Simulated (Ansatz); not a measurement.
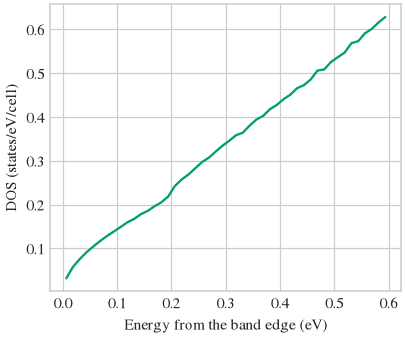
Figure. Density of states of Li3OCl (Pm-3m) above the conduction band minimum, Ansatz (a first-principles code) with PBEsol, rigid bands; cell volume 56.6 Å³.

### Question
What effective density of states at 300 K does this give (∫ g(E) exp(−E/k_BT) dE, both spins, divided by the cell's size)?

### Answer
2.8e19 cm⁻³, a density-of-states mass of 1.08 mₑ, valleys and band degeneracy included.

Spin-orbit coupling is left out. Geometry: cell and atoms relaxed with PBEsol.

Computed structure with no diffraction record at hand here (it may be known, metastable or hypothetical): Li3OCl (Pm-3m).
